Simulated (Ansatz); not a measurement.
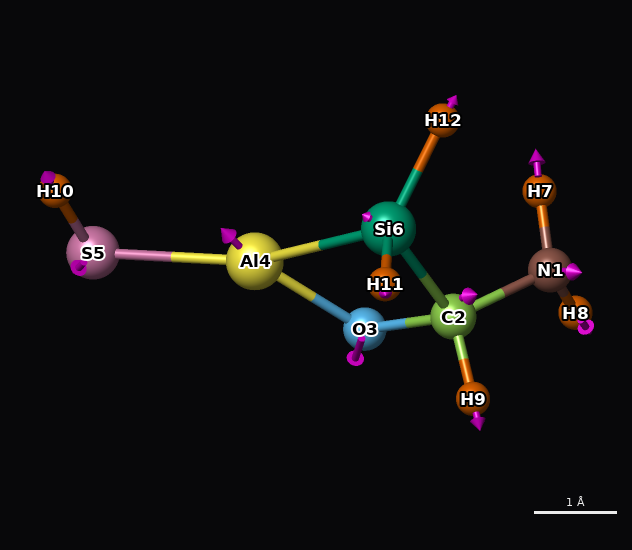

Arrows show the forces on the atoms, 1 Å of arrow for 1 eV/Å; forces under a tenth of the largest aren't drawn. Level of theory: PBE-D4/def2-TZVPP (Ansatz 0.2.0).

**On which atom is the force largest, and how large is it?**

On O3: 0.69 eV/Å.

**Which bond do the forces act along most?**

C2–O3, now 1.458 Å: the forces push its atoms apart, so a first step downhill lengthens it.

List the force components in the frame of the picture (x right, y up, z towards the viewer), in eV/Å.

```tsv
atom	Fx	Fy	Fz
N1	0.23	−0.02	0.26
C2	0.19	0.04	0.26
O3	−0.11	−0.33	−0.60
Al4	−0.23	0.23	0.24
S5	−0.13	−0.14	−0.30
Si6	−0.10	0.05	0.07
H7	−0.03	0.34	−0.10
H8	0.13	−0.17	−0.28
H9	0.05	−0.22	0.09
H10	−0.07	0.14	0.19
H11	0.00	−0.07	0.16
H12	0.08	0.15	0.03
```
